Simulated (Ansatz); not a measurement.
Run report: AlN$_{2}$H$_{6}$OF, geometry relaxation (part 1 of 2)

The run: geometry relaxation of AlN$_{2}$H$_{6}$OF. Method and program: RKS PBE-D4/def2-SVP (Ansatz 0.2.0).

The input holds or restrains some coordinates. It belongs to a series of runs on one base structure; here: pulled along the bonds that form and break, towards end A.

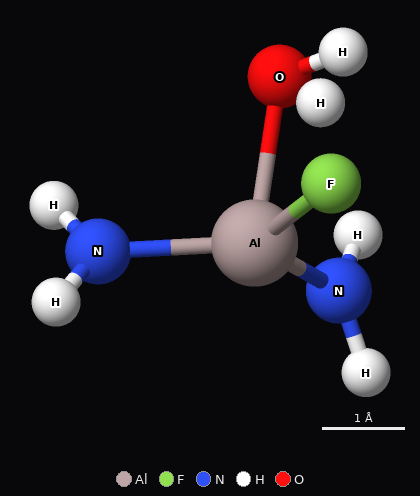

**Figure 1.** The starting structure (ball-and-stick view, seen at a tilt). Sticks mark near contacts.

Input file
```yaml
crystal:
  periodic: [false, false, false]
  atoms:
    - { symbol: Al, position_ang: [0.0, 0.0, 0.0] }
    - { symbol: F, position_ang: [0.0, 0.0, 2.04] }
    - { symbol: "N", position_ang: [1.6627, 0.0, -0.96] }
    - { symbol: H, position_ang: [2.1293, -0.9179, -1.2118] }
    - { symbol: H, position_ang: [2.1141, 0.9179, -1.2382] }
    - { symbol: "N", position_ang: [-1.6627, 0.0, -0.96] }
    - { symbol: H, position_ang: [-2.3316, -0.8164, -0.8614] }
    - { symbol: H, position_ang: [-1.9118, 0.8164, -1.5886] }
    - { symbol: O, position_ang: [0.0932, 1.9717, 0.6559] }
    - { symbol: H, position_ang: [0.4919, 2.0, 1.5834] }
    - { symbol: H, position_ang: [0.0564, 1.1931, 1.752] }
basis:
  gaussian: { orbitals: def2-SVP }
hamiltonian:
  xc: pbe
  dispersion: d4
relax:
  f_tol: 0.15
  max_steps: 25
  restrain:
    - { distance: [0, 8], at: 2.98, k: 30.0 }
    - { distance: [10, 1], at: 2.12, k: 30.0 }
    - { distance: [0, 1], at: 1.69, k: 30.0 }
    - { distance: [10, 8], at: 1.01, k: 30.0 }
output:
  orbitals: {}
```

Launch command:
```bash
ansatz run input.yaml --threads 2 --pin off --max-ram 3072MiB --backend cpu --events-out ev --progress --plain --runs-dir out
```

Output
```
The last accepted step is kept in [file] (removed where the run ends without a failure and the disk answers)
Engine: ansatz 0.2.0, aarch64-unknown-linux-gnu
Functional definition: PBE
  parameter kappa = 0.804
  parameter beta = 0.06672455060314922
  exchange = pbe_x(kappa = kappa, mu = beta*pi^2/3)
  correlation = pbe_c(beta = beta)
1176 factors; their error is unknown
mean field evaluation 1: about -14398.5447 eV, gradient 1.0e2 eV
mean field evaluation 2: about -14296.1684 eV, gradient 2.0e2 eV
mean field evaluation 4: about -14417.5697 eV, gradient 2.9e1 eV
mean field evaluation 8: about -14419.0210 eV, gradient 2.2e-1 eV
mean field evaluation 16: about -14418.9632 eV, gradient 2.0e-3 eV
mean field -14418.96324818 eV, -529.8871258464 hartree, gradient 3.9e-5 eV, S^2 0.000000; 0 other end points of the search recorded, 0 dependent functions left out
the calculation of the forces begins
reference -14418.96329099 eV, -529.8871274194 hartree; 25, 25 occupied and 79, 79 virtual orbitals, 1176 factors
relax step   1: F+E_penalty+E_count = -14419.13815832 eV  Δ(F+E_penalty+E_count) = +0.000e0 eV  max|allowed force component| = 3.570e0 eV/Å  E_restraint = 27.58743943 eV  max|allowed force component, restraints' pulls added| = 2.833e1 eV/Å  Δτ_max = 0.0000 Å  (30 SCF iters, accepted)
  distance Al 0 - O 8 = 2.0800 Å
  distance H 10 - F 1 = 1.2287 Å
  distance Al 0 - F 1 = 2.0400 Å
  distance H 10 - O 8 = 1.3450 Å
these checks for a lower state are left out or cut short: starts, cluster_reference, orbital_swaps, neighbouring_geometries, increment
1176 factors; their error is unknown
mean field -14418.90519073 eV, -529.8849922743 hartree, gradient 2.4e-5 eV, S^2 0.000000; 0 other end points of the search recorded, 0 dependent functions left out
[... from here on the field's lines of each further geometry are left out, up to the last ...]
relax step   2: F+E_penalty+E_count = -14419.07853546 eV  Δ(F+E_penalty+E_count) = +5.962e-2 eV  max|allowed force component| = 4.055e0 eV/Å  E_restraint = 11.71206793 eV  max|allowed force component, restraints' pulls added| = 1.906e1 eV/Å  Δτ_max = 0.1946 Å  (34 SCF iters, accepted)
relax step   3: F+E_penalty+E_count = -14419.62062265 eV  Δ(F+E_penalty+E_count) = -5.421e-1 eV  max|allowed force component| = 4.453e0 eV/Å  E_restraint = 3.01082796 eV  max|allowed force component, restraints' pulls added| = 8.232e0 eV/Å  Δτ_max = 0.1949 Å  (34 SCF iters, accepted)
relax step   4: F+E_penalty+E_count = -14420.92589067 eV  Δ(F+E_penalty+E_count) = -1.305e0 eV  max|allowed force component| = 2.907e0 eV/Å  E_restraint = 0.19197245 eV  max|allowed force component, restraints' pulls added| = 3.104e0 eV/Å  Δτ_max = 0.1949 Å  (33 SCF iters, accepted)
relax step   5: F+E_penalty+E_count = -14421.86542044 eV  Δ(F+E_penalty+E_count) = -9.395e-1 eV  max|allowed force component| = 2.294e0 eV/Å  E_restraint = 0.04830449 eV  max|allowed force component, restraints' pulls added| = 2.445e0 eV/Å  Δτ_max = 0.1940 Å  (33 SCF iters, accepted)
relax step   6: F+E_penalty+E_count = -14422.15537038 eV  Δ(F+E_penalty+E_count) = -2.899e-1 eV  max|allowed force component| = 1.534e0 eV/Å  E_restraint = 0.01389579 eV  max|allowed force component, restraints' pulls added| = 1.290e0 eV/Å  Δτ_max = 0.1999 Å  (31 SCF iters, accepted)
relax step   7: F+E_penalty+E_count = -14422.28576323 eV  Δ(F+E_penalty+E_count) = -1.304e-1 eV  max|allowed force component| = 1.385e0 eV/Å  E_restraint = 0.00825155 eV  max|allowed force component, restraints' pulls added| = 9.338e-1 eV/Å  Δτ_max = 0.1998 Å  (27 SCF iters, accepted)
relax step   8: F+E_penalty+E_count = -14422.36308656 eV  Δ(F+E_penalty+E_count) = -7.732e-2 eV  max|allowed force component| = 1.216e0 eV/Å  E_restraint = 0.00734244 eV  max|allowed force component, restraints' pulls added| = 6.110e-1 eV/Å  Δτ_max = 0.1999 Å  (26 SCF iters, accepted)
relax step   9: F+E_penalty+E_count = -14422.41762706 eV  Δ(F+E_penalty+E_count) = -5.454e-2 eV  max|allowed force component| = 1.007e0 eV/Å  E_restraint = 0.00678934 eV  max|allowed force component, restraints' pulls added| = 3.309e-1 eV/Å  Δτ_max = 0.2000 Å  (26 SCF iters, accepted)
the calculation of the forces begins
reference -14422.27157672 eV, -530.0087046775 hartree; 25, 25 occupied and 79, 79 virtual orbitals, 1176 factors
relax step  10: F+E_penalty+E_count = -14422.44448762 eV  Δ(F+E_penalty+E_count) = -2.686e-2 eV  max|allowed force component| = 8.304e-1 eV/Å  E_restraint = 0.00892133 eV  max|allowed force component, restraints' pulls added| = 6.375e-2 eV/Å  Δτ_max = 0.2000 Å  (27 SCF iters, accepted)
  distance Al 0 - O 8 = 2.9637 Å
  distance H 10 - F 1 = 2.1168 Å
  distance Al 0 - F 1 = 1.6962 Å
  distance H 10 - O 8 = 0.9933 Å
1176 factors; their error is unknown
mean field evaluation 96: about -14422.3262 eV, gradient 8.3e-1 eV
```

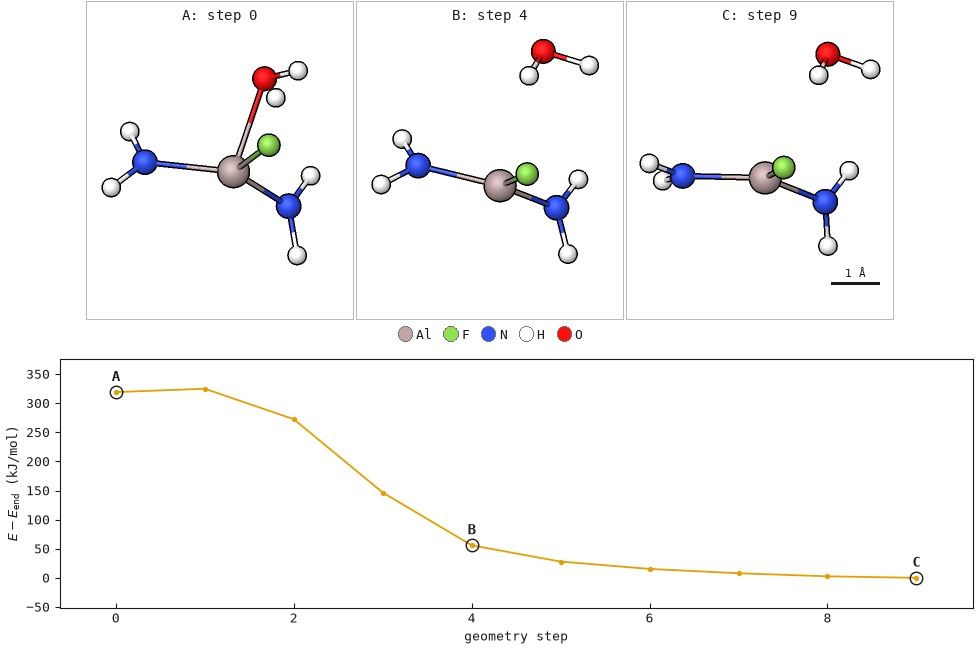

**Figure 2.** Frames of the restrained relaxation (ball-and-stick view, seen at a tilt) above the curves, on which the letters mark them (the first geometry is step 0 here and step 1 in the log).

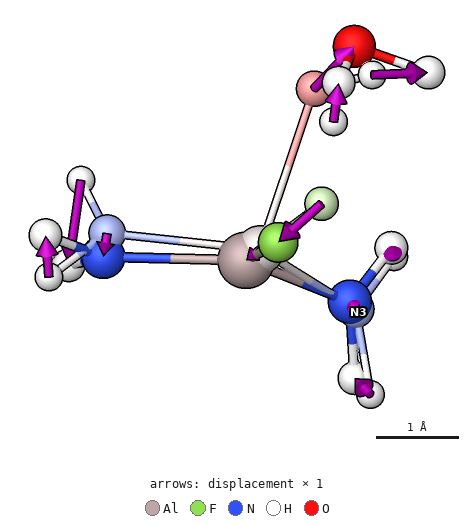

**Figure 3.** Start (faint) and end (solid) with the displacements as pink arrows, at true length (ball-and-stick view, seen at a tilt). The two geometries are laid on each other by the best rigid fit. The atom that moves furthest after the best rigid fit is H8 (1.06 Å). By element the largest moves are H 1.06 Å, O 0.87 Å, F 0.75 Å, N 0.29 Å, Al 0.23 Å. Among the contacts that change: Al1–O9 2.080 → 2.964 Å, O9–H11 1.345 → 0.993 Å, Al1–F2 2.040 → 1.696 Å, Al1–N6 1.920 → 1.776 Å. New bonds form: O9–H11 (1.34 → 0.99 Å). Bonds break: Al1–O9 (2.08 → 2.96 Å). Among the angles that change: H4–N3–H5 120.0° → 109.3°, H7–N6–H8 120.0° → 110.4°, F2–Al1–N6 120.0° → 113.4°. The energy falls by 319.0 kJ/mol in 9 geometry steps. Largest force component: 3.6 eV/Å at the start, 0.83 eV/Å at the end. (Atoms are counted from 1 in the order of the input.)

```
mean field -14422.27153316 eV, -530.0087030768 hartree, gradient 1.4e-5 eV, S^2 0.000000; 1 other end points of the search recorded, 0 dependent functions left out
the calculation of the forces begins
reference -14422.27157672 eV, -530.0087046775 hartree; 25, 25 occupied and 79, 79 virtual orbitals, 1176 factors
Total energy: -14422.44453117 eV, -530.0150606366 hartree
Atom 0 at    -0.099686    -0.132411    -0.141147 Å, force     0.048531     0.391540     0.054725 eV/Å
Atom 1 at    -0.302618    -0.408425     1.520125 Å, force    -0.026853     0.082956     0.182608 eV/Å
Atom 2 at     1.550979     0.023465    -0.816641 Å, force    -0.020448     0.030344     0.002232 eV/Å
Atom 3 at     1.998784    -0.692282    -1.392247 Å, force    -0.003783     0.001895     0.005978 eV/Å
Atom 4 at     1.998910     0.925308    -0.990805 Å, force    -0.004725    -0.010815     0.005224 eV/Å
Atom 5 at    -1.600344    -0.308331    -1.075300 Å, force     0.063750     0.030807    -0.007004 eV/Å
Atom 6 at    -2.526756    -0.426515    -0.662214 Å, force    -0.023968    -0.033861     0.003535 eV/Å
Atom 7 at    -1.675178    -0.170491    -2.084909 Å, force     0.003802     0.016726     0.032384 eV/Å
Atom 8 at     0.211693     2.387571     1.387265 Å, force    -0.159649    -0.830361     0.032804 eV/Å
Atom 9 at     1.181207     2.318446     1.491700 Å, force    -0.012041     0.030853    -0.002794 eV/Å
Atom 10 at    -0.095492     1.648465     1.975473 Å, force     0.135383     0.289918    -0.309692 eV/Å
Dipole moment:     0.192217     0.005722    -0.320425 e Å
```

Trajectory as extended XYZ (Å, eV, eV/Å), 10 frames, from step=1 to step=10
```
11
Properties=species:S:1:pos:R:3:forces:R:3 step=1 energy=-14419.13816
Al    0.0000    0.0000    0.0000    0.2563   3.1463  -1.3849
F     0.0000    0.0000    2.0400    0.0362  -0.0336  -1.1568
N     1.6627    0.0000   -0.9600   -1.0858  -0.9397   0.9025
H     2.1293   -0.9179   -1.2118   -0.2652   1.7201   0.0300
H     2.1141    0.9179   -1.2382   -0.3640  -1.5829   0.5014
N    -1.6627    0.0000   -0.9600    0.9240  -0.9843   1.2762
H    -2.3316   -0.8164   -0.8614    0.5886   1.5784  -0.5464
H    -1.9118    0.8164   -1.5886    0.1691  -1.4338   0.8931
O     0.0932    1.9717    0.6559   -0.1173  -1.5883   1.4918
H     0.4919    2.0000    1.5834    2.1046   3.5696  -1.2643
H     0.0564    1.1931    1.7520   -2.2467  -3.4519  -0.7426
11
Properties=species:S:1:pos:R:3:forces:R:3 step=2 energy=-14419.07854
Al   -0.0040   -0.1548    0.0109    0.2365   3.0511  -0.6609
F    -0.0096   -0.1708    1.9471    0.0277  -0.0047  -2.1287
N     1.6461   -0.0166   -0.9452   -1.1454  -0.5644   0.9305
H     2.1302   -0.9002   -1.2149   -0.0490   1.0946  -0.0229
H     2.1017    0.8945   -1.2251   -0.4815  -1.3987   0.4905
N    -1.6495   -0.0162   -0.9422    1.0788  -0.6711   1.1143
H    -2.3305   -0.8010   -0.8693    0.1768   1.0084  -0.3465
H    -1.9021    0.7947   -1.5707    0.3299  -1.3139   0.7940
O     0.0810    2.1314    0.7576   -0.9430  -2.8879   1.2597
H     0.5496    2.0760    1.6047    3.9138   4.0547   0.7573
H     0.0284    1.3278    1.6582   -3.1446  -2.3680  -2.1874
```
